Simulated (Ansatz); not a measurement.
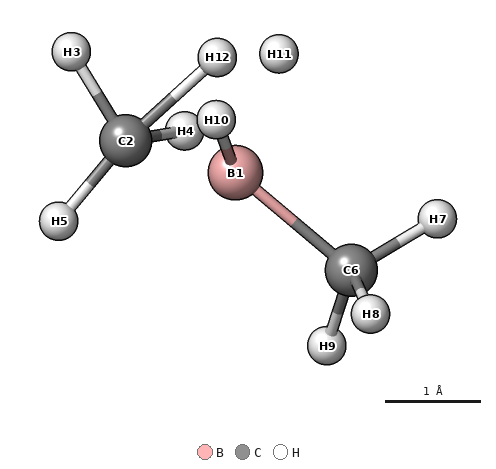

The input geometry (ball-and-stick view, seen at a tilt; atoms are numbered from 1 in the order of the input).

**Geometry relaxation, with input and output: C₂H₉B (part 1 of 2)**

- system: C₂H₉B
- method: RKS B3LYP-D4/6-31G* (Ansatz 0.2.0)

The input holds or restrains some coordinates. It belongs to a series of runs on one base structure; here: pulled along the bonds that form and break, towards end A. Figures and captions count atoms from 1; the log counts them from 0 in places.

## The input
```yaml
crystal:
  periodic: [false, false, false]
  atoms:
    - { symbol: B, position_ang: [0.0, 0.0, 0.0] }
    - { symbol: C, position_ang: [0.0, 0.0, 1.95] }
    - { symbol: H, position_ang: [-0.9996, -0.3092, 2.3205] }
    - { symbol: H, position_ang: [0.7676, -0.7111, 2.3205] }
    - { symbol: H, position_ang: [0.232, 1.0203, 2.3205] }
    - { symbol: C, position_ang: [1.3856, 0.0, -0.8] }
    - { symbol: H, position_ang: [1.7152, -1.0462, -0.9702] }
    - { symbol: H, position_ang: [1.2491, 0.508, -1.7774] }
    - { symbol: H, position_ang: [2.1552, 0.5381, -0.2082] }
    - { symbol: H, position_ang: [-1.0305, 0.0, -0.595] }
    - { symbol: H, position_ang: [-0.1908, -1.4011, 0.4698] }
    - { symbol: H, position_ang: [-0.1595, -1.1709, 1.3616] }
basis:
  gaussian: { orbitals: "6-31G*" }
hamiltonian:
  xc: b3lyp
  dispersion: d4
relax:
  f_tol: 0.15
  max_steps: 25
  restrain:
    - { distance: [0, 10], at: 2.39, k: 30.0 }
    - { distance: [11, 1], at: 2.31, k: 30.0 }
    - { distance: [0, 1], at: 1.6, k: 30.0 }
    - { distance: [11, 10], at: 0.66, k: 30.0 }
output:
  orbitals: {}
```

Machine: 1 thread of AMD EPYC (Zen 5), 32 GiB of memory available, shared host.

Command:
```bash
ansatz run input.yaml --threads 1 --pin off --max-ram 2048MiB --backend cpu --events-out ev --progress --plain --runs-dir out
```

## Output
```
The last accepted step is kept in [file] (removed where the run ends without a failure and the disk answers)
Engine: ansatz 0.2.0, x86_64-unknown-linux-gnu
Functional definition: B3LYP
  parameter a0 = 0.2
  parameter ax = 0.72
  parameter ac = 0.81
  exchange = (1 - a0 - ax)*slater_x + ax*b88_x + a0*exact_x
  correlation = (1 - ac)*vwn_rpa_c + ac*lyp_c
800 factors; integrals over basis functions are off by at most 6.4e-4 eV
mean field evaluation 1: about -2887.0190 eV, gradient 5.2e1 eV
mean field evaluation 2: about -2884.7782 eV, gradient 5.7e1 eV
mean field evaluation 4: about -2893.2968 eV, gradient 2.3e0 eV
mean field evaluation 8: about -2893.3037 eV, gradient 7.7e-2 eV
mean field -2893.30368340 eV, -106.3269492132 hartree, gradient 2.9e-5 eV, S^2 0.000000; 0 other end points of the search recorded, 0 dependent functions left out
the calculation of the forces begins
reference -2893.30387721 eV, -106.3269563358 hartree; 13, 13 occupied and 50, 50 virtual orbitals, 800 factors
relax step   1: F+E_penalty+E_count = -2893.55882004 eV  Δ(F+E_penalty+E_count) = +0.000e0 eV  max|allowed force component| = 3.819e0 eV/Å  E_restraint = 29.71140076 eV  max|allowed force component, restraints' pulls added| = 2.954e1 eV/Å  Δτ_max = 0.0000 Å  (24 SCF iters, accepted)
  distance B 0 - H 10 = 1.4900 Å
  distance H 11 - C 1 = 1.3201 Å
  distance B 0 - C 1 = 1.9500 Å
  distance H 11 - H 10 = 0.9216 Å
these checks for a lower state are left out or cut short: starts, cluster_reference, orbital_swaps, neighbouring_geometries, increment
800 factors; integrals over basis functions are off by at most 4.9e-4 eV
mean field evaluation 16: about -2893.3868 eV, gradient 1.2e1 eV
mean field -2894.32575423 eV, -106.3645096234 hartree, gradient 3.0e-5 eV, S^2 0.000000; 0 other end points of the search recorded, 0 dependent functions left out
[... from here on the field's lines of each further geometry are left out, up to the last ...]
relax step   2: F+E_penalty+E_count = -2894.58082326 eV  Δ(F+E_penalty+E_count) = -1.022e0 eV  max|allowed force component| = 2.081e0 eV/Å  E_restraint = 14.70340825 eV  max|allowed force component, restraints' pulls added| = 2.139e1 eV/Å  Δτ_max = 0.1909 Å  (28 SCF iters, accepted)
relax step   3: F+E_penalty+E_count = -2894.79082617 eV  Δ(F+E_penalty+E_count) = -2.100e-1 eV  max|allowed force component| = 5.177e0 eV/Å  E_restraint = 5.43839312 eV  max|allowed force component, restraints' pulls added| = 1.261e1 eV/Å  Δτ_max = 0.1948 Å  (26 SCF iters, accepted)
relax step   4: F+E_penalty+E_count = -2895.48207600 eV  Δ(F+E_penalty+E_count) = -6.912e-1 eV  max|allowed force component| = 4.138e0 eV/Å  E_restraint = 1.09638292 eV  max|allowed force component, restraints' pulls added| = 5.700e0 eV/Å  Δτ_max = 0.1949 Å  (25 SCF iters, accepted)
relax step   5: F+E_penalty+E_count = -2896.42430358 eV  Δ(F+E_penalty+E_count) = -9.422e-1 eV  max|allowed force component| = 2.387e0 eV/Å  E_restraint = 0.04925027 eV  max|allowed force component, restraints' pulls added| = 1.708e0 eV/Å  Δτ_max = 0.1934 Å  (23 SCF iters, accepted)
relax step   6: F+E_penalty+E_count = -2896.74657624 eV  Δ(F+E_penalty+E_count) = -3.223e-1 eV  max|allowed force component| = 1.349e0 eV/Å  E_restraint = 0.03577977 eV  max|allowed force component, restraints' pulls added| = 6.104e-1 eV/Å  Δτ_max = 0.2000 Å  (26 SCF iters, accepted)
relax step   7: F+E_penalty+E_count = -2896.79000327 eV  Δ(F+E_penalty+E_count) = -4.343e-2 eV  max|allowed force component| = 1.387e0 eV/Å  E_restraint = 0.03730267 eV  max|allowed force component, restraints' pulls added| = 4.286e-1 eV/Å  Δτ_max = 0.2000 Å  (25 SCF iters, accepted)
relax step   8: F+E_penalty+E_count = -2896.82387721 eV  Δ(F+E_penalty+E_count) = -3.387e-2 eV  max|allowed force component| = 4.263e-1 eV/Å  E_restraint = 0.08014965 eV  max|allowed force component, restraints' pulls added| = 1.476e0 eV/Å  Δτ_max = 0.1947 Å  (22 SCF iters, rejected (line search))
the calculation of the forces begins
reference -2896.56279395 eV, -106.4467193169 hartree; 13, 13 occupied and 50, 50 virtual orbitals, 800 factors
relax step   9: F+E_penalty+E_count = -2896.81550518 eV  Δ(F+E_penalty+E_count) = -2.550e-2 eV  max|allowed force component| = 1.309e0 eV/Å  E_restraint = 0.03943295 eV  max|allowed force component, restraints' pulls added| = 6.471e-2 eV/Å  Δτ_max = 0.0972 Å  (21 SCF iters, accepted)
```

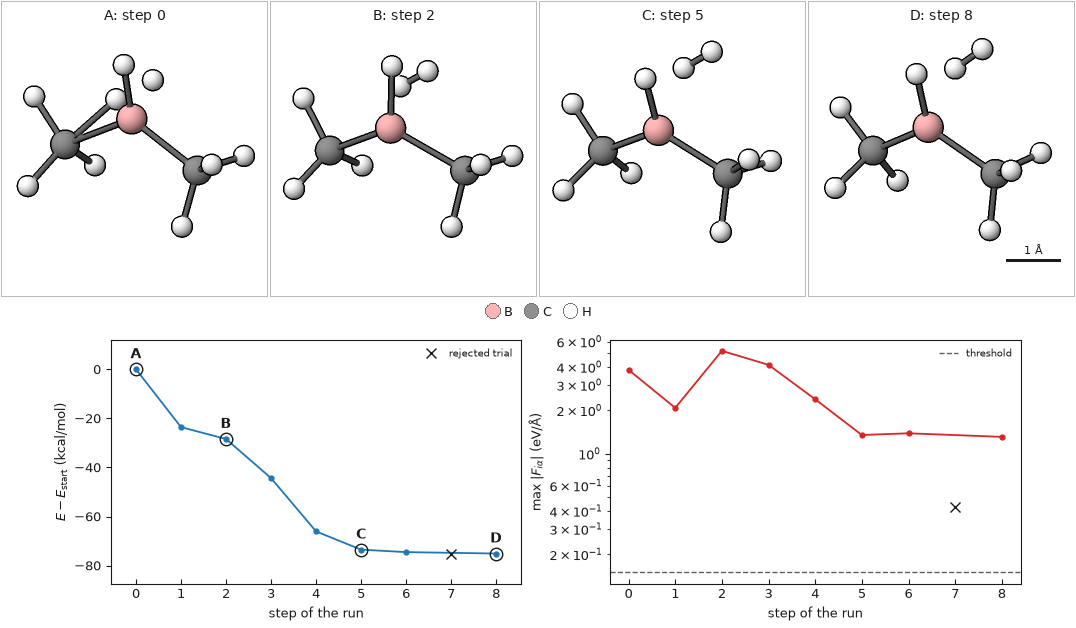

Frames of the restrained relaxation (ball-and-stick view, seen at a tilt) above the curves, on which the letters mark them (the first geometry is step 0 here and step 1 in the log).

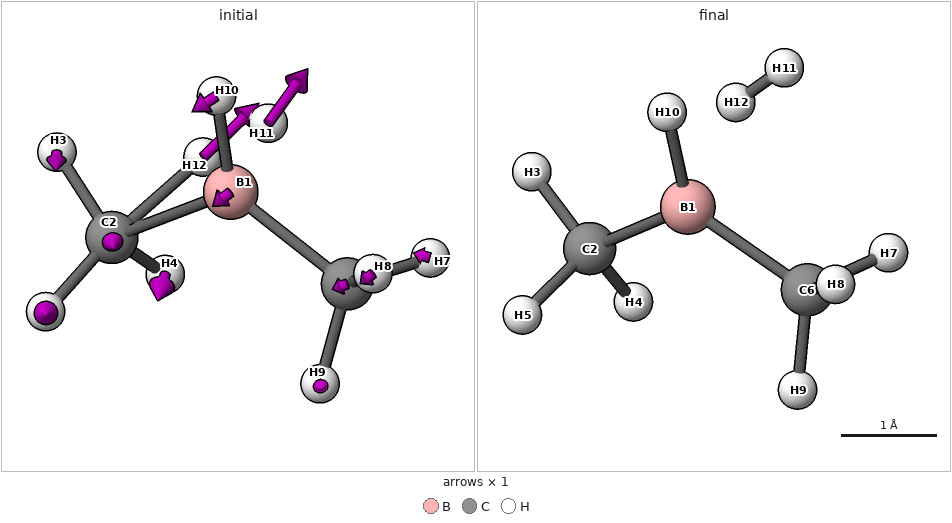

Before (left) and after (right) the restrained relaxation, at one scale (ball-and-stick view, seen at a tilt). The pink arrows give the displacements, at true length. Over 8 geometry steps the energy falls by 75.1 kcal/mol. Largest force component: 3.8 eV/Å at the start, 1.3 eV/Å at the end. The line search rejected the trial step at point 7 (counted from 0) and went back. The largest move after the best rigid fit is that of H12, 0.87 Å. Largest moves by element: H 0.87 Å, C 0.27 Å, B 0.26 Å. Among the contacts that change: C2–H12 1.320 → 2.321 Å, B1–C2 1.950 → 1.588 Å, H11–H12 0.922 → 0.708 Å, B1–C6 1.600 → 1.571 Å. New bonds form: H11–H12 (0.92 → 0.71 Å). Among the angles that change: B1–C2–H3 109.5° → 115.3°, B1–C6–H8 109.5° → 113.7°, B1–C6–H9 109.5° → 113.6°. (Atoms are counted from 1 in the order of the input.)

```
  distance B 0 - H 10 = 2.3967 Å
  distance H 11 - C 1 = 2.3212 Å
  distance B 0 - C 1 = 1.5879 Å
  distance H 11 - H 10 = 0.7081 Å
800 factors; integrals over basis functions are off by at most 8.7e-4 eV
mean field -2896.56259833 eV, -106.4467121279 hartree, gradient 3.5e-5 eV, S^2 0.000000; 1 other end points of the search recorded, 0 dependent functions left out
the calculation of the forces begins
reference -2896.56279395 eV, -106.4467193169 hartree; 13, 13 occupied and 50, 50 virtual orbitals, 800 factors
Total energy: -2896.81570081 eV, -106.4560134724 hartree
Atom 0 at     0.035510     0.146788     0.206148 Å, force    -0.009470     0.158476     0.363229 eV/Å
Atom 1 at     0.066742     0.208368     1.792512 Å, force     0.085769     0.278277    -0.188010 eV/Å
Atom 2 at    -0.851279    -0.117987     2.291035 Å, force    -0.035378    -0.016516    -0.028890 eV/Å
Atom 3 at     0.921561    -0.320140     2.233982 Å, force     0.008512     0.035705    -0.005187 eV/Å
Atom 4 at     0.199945     1.268876     2.065653 Å, force     0.016250     0.044998    -0.005261 eV/Å
Atom 5 at     1.354645     0.093644    -0.645489 Å, force     0.052487     0.006408     0.009626 eV/Å
Atom 6 at     1.573298    -0.964931    -0.862372 Å, force    -0.009116     0.020035    -0.029926 eV/Å
Atom 7 at     1.272402     0.593413    -1.617313 Å, force    -0.011373    -0.012483    -0.005520 eV/Å
Atom 8 at     2.233578     0.483252    -0.117698 Å, force     0.019680    -0.005976     0.014385 eV/Å
Atom 9 at    -1.023909     0.200469    -0.357111 Å, force    -0.016134    -0.007604     0.002576 eV/Å
Atom 10 at    -0.378536    -2.207850     0.374206 Å, force    -0.240695    -0.720993    -1.309252 eV/Å
Atom 11 at    -0.279656    -1.956002     1.028547 Å, force     0.139469     0.219673     1.182229 eV/Å
Dipole moment:     0.090650    -0.036371     0.046644 e Å
```

## Trajectory as extended XYZ (Å, eV, eV/Å), 9 frames, from step=1 to step=9
```
12
Properties=species:S:1:pos:R:3:forces:R:3 step=1 energy=-2893.55882
B     0.0000    0.0000    0.0000    0.2496  -1.6798   2.6747
C     0.0000    0.0000    1.9500    0.0989   3.1994  -0.3618
H    -0.9996   -0.3092    2.3205    0.2560   0.5221   0.2273
H     0.7676   -0.7111    2.3205    0.1560   0.7230   0.4156
H     0.2320    1.0203    2.3205   -0.0740  -0.5006   0.2854
C     1.3856    0.0000   -0.8000   -0.0166   0.1497   0.8187
H     1.7152   -1.0462   -0.9702    0.0667   0.5804  -0.1071
H     1.2491    0.5080   -1.7774    0.1376  -0.2748   0.4077
H     2.1552    0.5381   -0.2082   -0.0376  -0.2752  -0.4988
H    -1.0305    0.0000   -0.5950   -0.4428   0.4445   0.5654
H    -0.1908   -1.4011    0.4698   -0.3020  -1.8707  -0.6085
H    -0.1595   -1.1709    1.3616   -0.0916  -1.0181  -3.8187
```
